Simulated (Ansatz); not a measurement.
# C2H3ClInN: single points with varied inputs

Aim: run C2H3ClInN under a spread of inputs, and see what each costs and gives.

Computed with Ansatz 0.2.0, Gaussian basis. Level: the settings change from run to run.

### 1 The relaxed structure

An earlier PBE0-D4 in a triple-zeta def2 set relaxation fixed the geometry. In takes a core potential in def2 sets; no spin-orbit term is included.

SMILES `[CH3][In]([Cl])[C]#N`, 8 atoms, charge 0, spin multiplicity 1.

Atoms are counted from 1 here; the program's logs count them from 0.

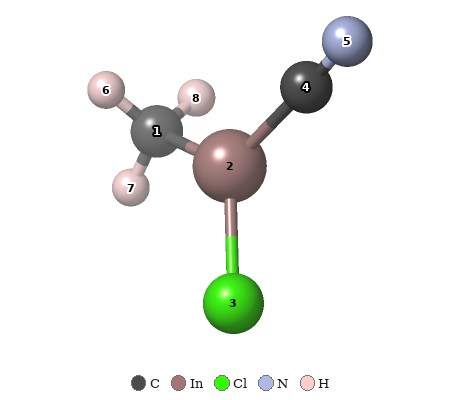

The geometry (carbon dark grey, indium brown, chlorine green, nitrogen light blue, hydrogen pink); atoms are numbered from 1 in the order of the file.

Geometry (Å):

```tsv
atom	x (Å)	y (Å)	z (Å)
C1	-1.0049	-1.1023	-0.2329
In2	0.6258	0.1441	0.2993
Cl3	2.3861	-0.6305	1.5983
C4	0.9174	2.1765	-0.2194
N5	1.0267	3.2818	-0.5309
H6	-1.9077	-0.7364	0.2569
H7	-0.8001	-2.1226	0.0852
H8	-1.1514	-1.0674	-1.3123
```

### 2 wPBEh/def2-TZVPP

Options: charge -1, multiplicity 2, atoms shaken by 0.08 Å, relativity set to none.

Contents of in.yaml:

```yaml
crystal:
  periodic: [false, false, false]
  atoms:
    - {symbol: C, position_ang: [-1.096997, -1.258733, -0.244091]}
    - {symbol: In, position_ang: [0.520066, 0.166217, 0.219157]}
    - {symbol: Cl, position_ang: [2.422601, -0.592045, 1.584524]}
    - {symbol: C, position_ang: [0.855586, 2.087794, -0.212508]}
    - {symbol: N, position_ang: [0.987226, 3.250801, -0.369832]}
    - {symbol: H, position_ang: [-1.852247, -0.805373, 0.299568]}
    - {symbol: H, position_ang: [-0.787395, -2.057783, 0.120769]}
    - {symbol: H, position_ang: [-1.128683, -1.039391, -1.382090]}
basis:
  gaussian: {orbitals: def2-TZVPP}
total_charge: -1
magnetization: {spin_polarized: true, initial_magnetization: 1}
hamiltonian: {xc: {name: wPBEh}, pseudopotentials: {relativity: none}}
output: {forces: true}
```

Command:

```bash
$ ansatz run in.yaml --threads 2 --pin off --events-out ev --progress --plain --max-ram 22528MiB --backend cpu
```

What it wrote (excerpt; [...] marks lines left out):

```text
Functional definition: wPBEh
  name "wPBEh"
  cite "Heyd, Scuseria & Ernzerhof, J. Chem. Phys. 118, 8207 (2003) doi:10.1063/1.1564060"
  cite "Krukau, Vydrov, Izmaylov & Scuseria, J. Chem. Phys. 125, 224106 (2006) doi:10.1063/1.2404663"
  cite "Heyd & Scuseria, J. Chem. Phys. 120, 7274 (2004) doi:10.1063/1.1668634"
  cite "Ernzerhof & Perdew, J. Chem. Phys. 109, 3313 (1998) doi:10.1063/1.476928"
  cite "Perdew, Burke & Ernzerhof, Phys. Rev. Lett. 77, 3865 (1996) doi:10.1103/PhysRevLett.77.3865"
  parent pbe
[...]
1498 factors; their error is unknown
106 factors; integrals over basis functions are off by at most 3.1e-7 eV
[...]
mean field -21304.20339899 eV, -782.9150344050 hartree, gradient 5.3e-5 eV, S^2 0.756968; 1 other end points of the search recorded, 0 dependent functions left out
[...]
reference -21304.20346488 eV, -782.9150368264 hartree; 31, 30 occupied and 196, 197 virtual orbitals, 1498 factors
Total energy: -21304.20346488 eV, -782.9150368264 hartree
Atom 0 at    -1.096997    -1.258733    -0.244091 Å, force    -0.461230     8.135560    -5.425905 eV/Å
Atom 1 at     0.520066     0.166217     0.219157 Å, force    -0.024226    -1.685280     0.657564 eV/Å
Atom 2 at     2.422601    -0.592045     1.584524 Å, force    -0.163031    -0.089972    -0.107878 eV/Å
Atom 3 at     0.855586     2.087794    -0.212508 Å, force     0.391302     3.575634    -0.539059 eV/Å
Atom 4 at     0.987226     3.250801    -0.369832 Å, force    -0.158253    -1.774779     0.102647 eV/Å
Atom 5 at    -1.852247    -0.805373     0.299568 Å, force    -1.812957     0.558551     0.693581 eV/Å
Atom 6 at    -0.787395    -2.057783     0.120769 Å, force     2.560413    -7.569175     2.562307 eV/Å
Atom 7 at    -1.128683    -1.039391    -1.382090 Å, force    -0.332018    -1.150539     2.056743 eV/Å
Dipole moment:    -0.630996    -0.830545    -0.147720 e Å
```

Run time: 16 s. Hardware: 2 threads of AMD EPYC 7R13, shared host; peak memory 0.87 GiB.

Largest force 9.790 eV/Å, ⟨S²⟩ 0.757.

### 3 MP2/ANO-RCC-VTZP

Set apart from the defaults: atoms shaken by 0.15 Å, correlated electrons set to all.

Contents of in.yaml:

```yaml
crystal:
  periodic: [false, false, false]
  atoms:
    - {symbol: C, position_ang: [-1.017252, -1.031963, -0.303043]}
    - {symbol: In, position_ang: [0.572369, 0.174075, 0.332915]}
    - {symbol: Cl, position_ang: [2.355762, -0.741343, 1.361357]}
    - {symbol: C, position_ang: [0.793120, 2.040013, -0.450971]}
    - {symbol: N, position_ang: [0.901716, 3.262600, -0.694934]}
    - {symbol: H, position_ang: [-2.031280, -0.813900, 0.217268]}
    - {symbol: H, position_ang: [-0.713736, -2.224497, 0.503062]}
    - {symbol: H, position_ang: [-1.555314, -1.197239, -0.915293]}
basis:
  gaussian: {orbitals: ANO-RCC-VTZP}
hamiltonian: {xc: {name: HF}}
correlation: {method: mp2, electrons: all}
```

Launched as before.

What it wrote:

```text
Functional definition: HF
  name "HF"
  cite "Fock, Z. Phys. 61, 126 (1930) doi:10.1007/BF01340294"
  parent pbe
  exchange = exact_x
  correlation = 0
1555 factors; integrals over basis functions are off by at most 9.7e-4 eV
mean field evaluation 1: about -176080.7247 eV, gradient 4.3e1 eV
mean field evaluation 2: about -176081.0642 eV, gradient 4.3e1 eV
mean field evaluation 4: about -176085.6870 eV, gradient 7.0e0 eV
mean field evaluation 8: about -176085.8448 eV, gradient 7.4e-1 eV
mean field evaluation 16: about -176085.8472 eV, gradient 1.0e-5 eV
mean field -176085.84718772 eV, -6471.0355288747 hartree, gradient 2.4e-6 eV, S^2 0.000000; 0 other end points of the search recorded, 0 dependent functions left out; unrestricted orbitals would lower it
reference -176085.84718772 eV, -6471.0355288747 hartree; 44, 44 occupied and 190, 190 virtual orbitals, 1555 factors
second order -43.27430189 eV of doubles, -0.00000000 eV of singles
Total energy: -176129.12148961 eV, -6472.6258301369 hartree
Relativity: scalar
```

Run time: 24 s. Hardware: 2 threads of AMD EPYC 7R13, shared host; peak memory 0.82 GiB.

### 4 CAM-B3LYP/x2c-TZVPPall

Options: D3(BJ) with three-body dispersion, high accuracy.

Contents of in.yaml:

```yaml
crystal:
  periodic: [false, false, false]
  atoms:
    - {symbol: C, position_ang: [-1.004901, -1.102343, -0.232919]}
    - {symbol: In, position_ang: [0.625796, 0.144136, 0.299340]}
    - {symbol: Cl, position_ang: [2.386140, -0.630536, 1.598289]}
    - {symbol: C, position_ang: [0.917448, 2.176511, -0.219419]}
    - {symbol: N, position_ang: [1.026727, 3.281809, -0.530890]}
    - {symbol: H, position_ang: [-1.907748, -0.736444, 0.256898]}
    - {symbol: H, position_ang: [-0.800104, -2.122593, 0.085239]}
    - {symbol: H, position_ang: [-1.151356, -1.067441, -1.312340]}
basis:
  gaussian: {orbitals: x2c-TZVPPall}
hamiltonian: {xc: {name: CAM-B3LYP}, dispersion: d3bjatm}
accuracy: high
```

Same command.

What it wrote (excerpt; [...] marks lines left out):

```text
Functional definition: CAM-B3LYP
  name "CAM-B3LYP"
  cite "Yanai, Tew & Handy, Chem. Phys. Lett. 393, 51 (2004) doi:10.1016/j.cplett.2004.06.011"
  cite "Iikura, Tsuneda, Yanai & Hirao, J. Chem. Phys. 115, 3540 (2001) doi:10.1063/1.1383587"
  cite "Becke, Phys. Rev. A 38, 3098 (1988) doi:10.1103/PhysRevA.38.3098"
  cite "Lee, Yang & Parr, Phys. Rev. B 37, 785 (1988) doi:10.1103/PhysRevB.37.785"
  cite "Vosko, Wilk & Nusair, Can. J. Phys. 58, 1200 (1980) doi:10.1139/p80-159"
[...]
  # Exact exchange under (alpha + beta erf(omega r))/r, Becke's under what is left of 1/r.
[...]
4023 factors; integrals over basis functions are off by at most 1.6e-7 eV
622 factors; integrals over basis functions are off by at most 2.1e-9 eV
[...]
mean field -176217.54862246 eV, -6475.8754673310 hartree, gradient 6.6e-8 eV, S^2 0.000000; 0 other end points of the search recorded, 0 dependent functions left out
reference -176217.54864418 eV, -6475.8754681292 hartree; 44, 44 occupied and 193, 193 virtual orbitals, 4023 factors
Total energy: -176217.71324553 eV, -6475.8815171171 hartree
Relativity: scalar
```

Wall time 26 s (2 threads of AMD EPYC 7R13, shared host); peak memory 1.9 GiB.

### 5 r2SCANh/def2-TZVPD

This run has high accuracy.

Changes to in.yaml since step 4:

```diff
@@ -12,4 +12,5 @@
 basis:
-  gaussian: {orbitals: x2c-TZVPPall}
-hamiltonian: {xc: {name: CAM-B3LYP}, dispersion: d3bjatm}
+  gaussian: {orbitals: def2-TZVPD}
+hamiltonian: {xc: {name: r2SCANh}}
 accuracy: high
+output: {forces: true}
```

The command is unchanged.

What it wrote (excerpt; [...] marks lines left out):

```text
Functional definition: r2SCANh
  name "r2SCANh"
  cite "Bursch, Neugebauer, Ehlert & Grimme, J. Chem. Phys. 156, 134105 (2022) doi:10.1063/5.0086040"
  cite "Furness, Kaplan, Ning, Perdew & Sun, J. Phys. Chem. Lett. 11, 8208 (2020) doi:10.1021/acs.jpclett.0c02405"
  cite "Furness, Kaplan, Ning, Perdew & Sun, J. Phys. Chem. Lett. 11, 9248 (2020) doi:10.1021/acs.jpclett.0c03077"
  parent r2scan
[...]
3944 factors; integrals over basis functions are off by at most 5.8e-9 eV
[...]
mean field -21310.55255398 eV, -783.1483615473 hartree, gradient 6.9e-8 eV, S^2 0.000000; 0 other end points of the search recorded, 0 dependent functions left out
[...]
reference -21310.55255558 eV, -783.1483616062 hartree; 30, 30 occupied and 210, 210 virtual orbitals, 3944 factors
Total energy: -21310.55255558 eV, -783.1483616062 hartree
Atom 0 at    -1.004901    -1.102343    -0.232919 Å, force    -0.042956    -0.044154    -0.011584 eV/Å
Atom 1 at     0.625796     0.144136     0.299340 Å, force    -0.033396     0.002002    -0.020679 eV/Å
Atom 2 at     2.386140    -0.630536     1.598289 Å, force     0.015133    -0.004770     0.010598 eV/Å
Atom 3 at     0.917448     2.176511    -0.219419 Å, force     0.007520    -0.054485     0.023226 eV/Å
Atom 4 at     1.026727     3.281809    -0.530890 Å, force     0.001648     0.057474    -0.018605 eV/Å
Atom 5 at    -1.907748    -0.736444     0.256898 Å, force     0.053343    -0.018610    -0.028473 eV/Å
Atom 6 at    -0.800104    -2.122593     0.085239 Å, force    -0.010848     0.061367    -0.017653 eV/Å
Atom 7 at    -1.151356    -1.067441    -1.312340 Å, force     0.009557     0.001176     0.063170 eV/Å
Dipole moment:    -0.653680    -0.770902    -0.121238 e Å
```

It took 44 s on 2 threads of AMD EPYC 7R13, shared host; peak memory 1.7 GiB.

Largest force 0.065 eV/Å, dipole 4.89 D.

### 6 B97M-V/def2-SVP

Options: a grid of angular degree 23, relativity set to scalar.

Changes to in.yaml since step 5:

```diff
@@ -12,5 +12,4 @@
 basis:
-  gaussian: {orbitals: def2-TZVPD}
-hamiltonian: {xc: {name: r2SCANh}}
-accuracy: high
+  gaussian: {orbitals: def2-SVP, final_grid: {core_spheres: 8, valence_spheres: 7, degree: 23}}
+hamiltonian: {xc: {name: B97M-V}, pseudopotentials: {relativity: scalar}}
 output: {forces: true}
```

The command is unchanged.

What it wrote (excerpt; [...] marks lines left out):

```text
Functional definition: B97M-V
  name "B97M-V"
  cite "Mardirossian & Head-Gordon, J. Chem. Phys. 142, 074111 (2015) doi:10.1063/1.4907719"
  cite "Becke, J. Chem. Phys. 107, 8554 (1997) doi:10.1063/1.475007"
  cite "Vydrov & Van Voorhis, J. Chem. Phys. 133, 244103 (2010) doi:10.1063/1.3521275"
  # Of w^i u^j: cxij and so on, Table III.
[...]
  gx(w, u) = cx00 + cx01*u + cx02*u^2 + (cx10 + cx11*u)*w
  gss(w, u) = css00 + css02*u^2 + css10*w + (css32*w^3 + css42*w^4)*u^2
  gos(w, u) = cos00 + cos01*u + cos03*u^3 + cos10*w + cos32*w^3*u^2
[...]
      + integral(e_c_pw_mod_opposite_spin*gos(b97_w_opposite, b97_u_opposite)) + vv10(b, c)
1173 factors; their error is unknown
[...]
mean field -21335.35502948 eV, -784.0598357102 hartree, gradient 1.2e-5 eV, S^2 0.000000; 0 other end points of the search recorded, 0 dependent functions left out
[...]
reference -21335.35510075 eV, -784.0598383295 hartree; 30, 30 occupied and 71, 71 virtual orbitals, 1173 factors
Total energy: -21335.35510075 eV, -784.0598383295 hartree
Relativity: scalar
Atom 0 at    -1.004901    -1.102343    -0.232919 Å, force    -0.023841    -0.048534    -0.008009 eV/Å
Atom 1 at     0.625796     0.144136     0.299340 Å, force    -0.164533     0.014433    -0.100418 eV/Å
Atom 2 at     2.386140    -0.630536     1.598289 Å, force     0.369242    -0.184805     0.284432 eV/Å
Atom 3 at     0.917448     2.176511    -0.219419 Å, force    -0.079596    -0.713188     0.195043 eV/Å
Atom 4 at     1.026727     3.281809    -0.530890 Å, force     0.115884     1.080772    -0.301644 eV/Å
Atom 5 at    -1.907748    -0.736444     0.256898 Å, force    -0.150883     0.027036     0.054672 eV/Å
Atom 6 at    -0.800104    -2.122593     0.085239 Å, force    -0.006257    -0.164080     0.028972 eV/Å
Atom 7 at    -1.151356    -1.067441    -1.312340 Å, force    -0.060018    -0.011634    -0.153048 eV/Å
Dipole moment:    -0.616741    -0.717865    -0.116607 e Å
```

It took 3.8 s on 2 threads of AMD EPYC 7R13, shared host.

Largest force 1.128 eV/Å, dipole 4.58 D.

### 7 r2SCAN0/def2-SVP

Options: charge -1, multiplicity 2, restricted open-shell orbitals, density fitting with def2-universal-jkfit.

Changes to in.yaml since step 6:

```diff
@@ -12,4 +12,6 @@
 basis:
-  gaussian: {orbitals: def2-SVP, final_grid: {core_spheres: 8, valence_spheres: 7, degree: 23}}
-hamiltonian: {xc: {name: B97M-V}, pseudopotentials: {relativity: scalar}}
+  gaussian: {orbitals: def2-SVP, fitting: {mean_field: def2-universal-jkfit}}
+total_charge: -1
+magnetization: {spin_polarized: false, initial_magnetization: 1}
+hamiltonian: {xc: {name: r2SCAN0}}
 output: {forces: true}
```

The command is unchanged.

What it wrote (excerpt; [...] marks lines left out):

```text
Functional definition: r2SCAN0
  name "r2SCAN0"
  cite "Bursch, Neugebauer, Ehlert & Grimme, J. Chem. Phys. 156, 134105 (2022) doi:10.1063/5.0086040"
  cite "Furness, Kaplan, Ning, Perdew & Sun, J. Phys. Chem. Lett. 11, 8208 (2020) doi:10.1021/acs.jpclett.0c02405"
  cite "Furness, Kaplan, Ning, Perdew & Sun, J. Phys. Chem. Lett. 11, 9248 (2020) doi:10.1021/acs.jpclett.0c03077"
  parent r2scan
[...]
627 factors; integrals over basis functions are off by at most 2.4e-1 eV
[...]
mean field -21301.45007566 eV, -782.8138516391 hartree, gradient 4.4e-5 eV, S^2 0.750000; 3 other end points of the search recorded, 0 dependent functions left out
[...]
reference -21301.45009066 eV, -782.8138521902 hartree; 31, 30 occupied and 70, 71 virtual orbitals, 627 factors
Total energy: -21301.45009066 eV, -782.8138521902 hartree
Atom 0 at    -1.004901    -1.102343    -0.232919 Å, force    -0.330385     0.049207    -0.072653 eV/Å
Atom 1 at     0.625796     0.144136     0.299340 Å, force    -0.464124     0.746448    -0.577540 eV/Å
Atom 2 at     2.386140    -0.630536     1.598289 Å, force     1.032823    -0.542830     0.797772 eV/Å
Atom 3 at     0.917448     2.176511    -0.219419 Å, force    -0.180223    -1.187705     0.302094 eV/Å
Atom 4 at     1.026727     3.281809    -0.530890 Å, force     0.155863     1.373144    -0.376139 eV/Å
Atom 5 at    -1.907748    -0.736444     0.256898 Å, force    -0.163769    -0.098315     0.046091 eV/Å
Atom 6 at    -0.800104    -2.122593     0.085239 Å, force    -0.003851    -0.222047     0.022862 eV/Å
Atom 7 at    -1.151356    -1.067441    -1.312340 Å, force    -0.046334    -0.117902    -0.142486 eV/Å
Dipole moment:    -0.504845    -0.900608     0.019138 e Å
```

Wall time 11 s (2 threads of AMD EPYC 7R13, shared host).

Largest force 1.432 eV/Å.

### 8 rPW86-PBE/def2-SVP

Options: a grid of angular degree 11, D3(BJ) dispersion, the search for lower states set to off.

Changes to in.yaml since step 7:

```diff
@@ -12,6 +12,5 @@
 basis:
-  gaussian: {orbitals: def2-SVP, fitting: {mean_field: def2-universal-jkfit}}
-total_charge: -1
-magnetization: {spin_polarized: false, initial_magnetization: 1}
-hamiltonian: {xc: {name: r2SCAN0}}
+  gaussian: {orbitals: def2-SVP, final_grid: {core_spheres: 5, valence_spheres: 4, degree: 11}}
+hamiltonian: {xc: {name: rPW86-PBE}, dispersion: d3bj}
+scf: {lower_state_search: off}
 output: {forces: true}
```

Same command.

What it wrote (excerpt; [...] marks lines left out):

```text
Functional definition: rPW86-PBE
  name "rPW86-PBE"
  cite "Murray, Lee & Langreth, J. Chem. Theory Comput. 5, 2754 (2009) doi:10.1021/ct900365q"
  cite "Perdew, Burke & Ernzerhof, Phys. Rev. Lett. 77, 3865 (1996) doi:10.1103/PhysRevLett.77.3865"
  parent pbe
[...]
1173 factors; their error is unknown
[...]
mean field -21326.98372134 eV, -783.7521958103 hartree, gradient 2.1e-6 eV, S^2 0.000000; 0 other end points of the search recorded, 0 dependent functions left out
[...]
reference -21326.98382769 eV, -783.7521997187 hartree; 30, 30 occupied and 71, 71 virtual orbitals, 1173 factors
Total energy: -21327.15705541 eV, -783.7585657202 hartree
Atom 0 at    -1.004901    -1.102343    -0.232919 Å, force    -0.042429    -0.106687    -0.054637 eV/Å
Atom 1 at     0.625796     0.144136     0.299340 Å, force    -0.416301     0.243179    -0.273717 eV/Å
Atom 2 at     2.386140    -0.630536     1.598289 Å, force     0.761734    -0.361440     0.553389 eV/Å
Atom 3 at     0.917448     2.176511    -0.219419 Å, force    -0.277167    -2.011487     0.501137 eV/Å
Atom 4 at     1.026727     3.281809    -0.530890 Å, force     0.383089     2.497317    -0.662915 eV/Å
Atom 5 at    -1.907748    -0.736444     0.256898 Å, force    -0.545370     0.088345     0.266320 eV/Å
Atom 6 at    -0.800104    -2.122593     0.085239 Å, force     0.198680    -0.405218     0.182436 eV/Å
Atom 7 at    -1.151356    -1.067441    -1.312340 Å, force    -0.062236     0.055991    -0.512013 eV/Å
Dipole moment:    -0.595491    -0.721214    -0.102686 e Å
Checks for a lower state left out: stability, starts, cluster_reference, orbital_swaps, neighbouring_geometries, increment
```

It took 1.2 s on 2 threads of AMD EPYC 7R13, shared host.

Largest force 2.612 eV/Å, dipole 4.52 D.

### 9 wB97X-V/x2c-TZVPPall

Options: charge -1, multiplicity 2, a point charge of 1.00 e beside it.

Changes to in.yaml since step 8:

```diff
@@ -12,5 +12,5 @@
 basis:
-  gaussian: {orbitals: def2-SVP, final_grid: {core_spheres: 5, valence_spheres: 4, degree: 11}}
-hamiltonian: {xc: {name: rPW86-PBE}, dispersion: d3bj}
-scf: {lower_state_search: off}
-output: {forces: true}
+  gaussian: {orbitals: x2c-TZVPPall, point_charges: [{charge: 1.00, position_ang: [5.733, 0.008, -0.763]}]}
+total_charge: -1
+magnetization: {spin_polarized: true, initial_magnetization: 1}
+hamiltonian: {xc: {name: wB97X-V}}
```

Launched as before.

What it wrote (excerpt; [...] marks lines left out):

```text
Functional definition: wB97X-V
  name "wB97X-V"
  cite "Mardirossian & Head-Gordon, Phys. Chem. Chem. Phys. 16, 9904 (2014) doi:10.1039/C3CP54374A"
  cite "Becke, J. Chem. Phys. 107, 8554 (1997) doi:10.1063/1.475007"
  cite "Vydrov & Van Voorhis, J. Chem. Phys. 133, 244103 (2010) doi:10.1063/1.3521275"
[...]
      + integral(e_c_pw_opposite_spin*poly(b97_u_opposite, cos0, cos1)) + vv10(b, c)
1644 factors; their error is unknown
292 factors; integrals over basis functions are off by at most 2.4e-5 eV
[...]
mean field -176203.20426654 eV, -6475.3483219737 hartree, gradient 5.8e-5 eV, S^2 0.755426; 2 other end points of the search recorded, 0 dependent functions left out
reference -176203.20426624 eV, -6475.3483219627 hartree; 45, 44 occupied and 192, 193 virtual orbitals, 1644 factors
Total energy: -176203.20426624 eV, -6475.3483219627 hartree
Relativity: scalar
```

Run time: 40 s. Hardware: 2 threads of AMD EPYC 7R13, shared host; peak memory 1.4 GiB.

⟨S²⟩ 0.755.

### 10 HSE06/x2c-TZVPPall

This run has atoms shaken by 0.03 Å, D3(BJ) dispersion.

Contents of in.yaml:

```yaml
crystal:
  periodic: [false, false, false]
  atoms:
    - {symbol: C, position_ang: [-0.996225, -1.111311, -0.257184]}
    - {symbol: In, position_ang: [0.647995, 0.117968, 0.305308]}
    - {symbol: Cl, position_ang: [2.370919, -0.617495, 1.599728]}
    - {symbol: C, position_ang: [0.876272, 2.200470, -0.205806]}
    - {symbol: N, position_ang: [1.035612, 3.289999, -0.564307]}
    - {symbol: H, position_ang: [-1.932681, -0.754090, 0.225226]}
    - {symbol: H, position_ang: [-0.818290, -2.159668, 0.057185]}
    - {symbol: H, position_ang: [-1.150284, -1.109765, -1.371007]}
basis:
  gaussian: {orbitals: x2c-TZVPPall}
hamiltonian: {xc: {name: HSE06}, dispersion: d3bj}
```

Launched as before.

What it wrote (excerpt; [...] marks lines left out):

```text
Functional definition: HSE06
  name "HSE06"
  cite "Heyd, Scuseria & Ernzerhof, J. Chem. Phys. 118, 8207 (2003) doi:10.1063/1.1564060"
  cite "Krukau, Vydrov, Izmaylov & Scuseria, J. Chem. Phys. 125, 224106 (2006) doi:10.1063/1.2404663"
  cite "Heyd & Scuseria, J. Chem. Phys. 120, 7274 (2004) doi:10.1063/1.1668634"
  cite "Ernzerhof & Perdew, J. Chem. Phys. 109, 3313 (1998) doi:10.1063/1.476928"
  cite "Perdew, Burke & Ernzerhof, Phys. Rev. Lett. 77, 3865 (1996) doi:10.1103/PhysRevLett.77.3865"
  parent pbe
[...]
  # The whole range is PBE's own exchange, as in plane waves. The composition of these papers is wPBEh.
[...]
1678 factors; their error is unknown
104 factors; integrals over basis functions are off by at most 3.6e-7 eV
[...]
mean field -176192.65693261 eV, -6474.9607146011 hartree, gradient 2.8e-5 eV, S^2 0.000000; 0 other end points of the search recorded, 0 dependent functions left out
reference -176192.65697495 eV, -6474.9607161571 hartree; 44, 44 occupied and 193, 193 virtual orbitals, 1678 factors
Total energy: -176192.79677777 eV, -6474.9658538158 hartree
Relativity: scalar
```

Run time: 8.5 s. Hardware: 2 threads of AMD EPYC 7R13, shared host; peak memory 0.69 GiB.

### 11 All runs side by side

```tsv
level	charge	multiplicity	geometry	functions	energy (eV)	time
wPBEh/def2-TZVPP	-1	2	shaken	227	-21304.203	16 s
MP2/ANO-RCC-VTZP	0	1	shaken	234	-176129.121	24 s
CAM-B3LYP/x2c-TZVPPall	0	1	relaxed	237	-176217.713	26 s
r2SCANh/def2-TZVPD	0	1	relaxed	240	-21310.553	44 s
B97M-V/def2-SVP	0	1	relaxed	101	-21335.355	3.8 s
r2SCAN0/def2-SVP	-1	2	relaxed	101	-21301.450	11 s
rPW86-PBE/def2-SVP	0	1	relaxed	101	-21327.157	1.2 s
wB97X-V/x2c-TZVPPall	-1	2	relaxed, point charge	237	-176203.204	40 s
HSE06/x2c-TZVPPall	0	1	shaken	237	-176192.797	8.5 s
```

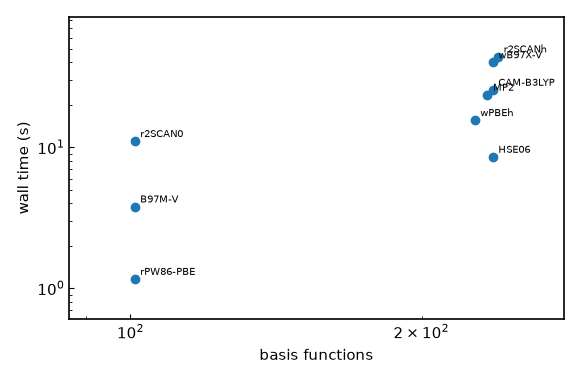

Wall time against the number of basis functions (shared host).

### 12 Outcome

| quantity | value |
| --- | --- |
| runs | 9 |
| quickest | rPW86-PBE/def2-SVP, 1.2 s |
| slowest | r2SCANh/def2-TZVPD, 44 s |
| spread of total energies, same state and geometry | 154907.2 eV |
| dipole, same state and geometry | 4.52 to 4.89 D |

Run time spans a factor of 38, from rPW86-PBE/def2-SVP to r2SCANh/def2-TZVPD. The jobs differ in tasks and options as well as level. The totals spread over 154907 eV; they can't be compared across methods or bases. Some of these runs are scalar-relativistic and others not, which shifts the totals of all-electron atoms past neon by eV; core potentials, where a basis has them, take the core out of the total altogether. At the PBE0-D4/def2-TZVP geometry and in the same state, runs without warnings or point charges leave forces up to 2.61 eV/Å (rPW86-PBE/def2-SVP). At that geometry and state the dipole changes by 8 % between the lowest and highest value.
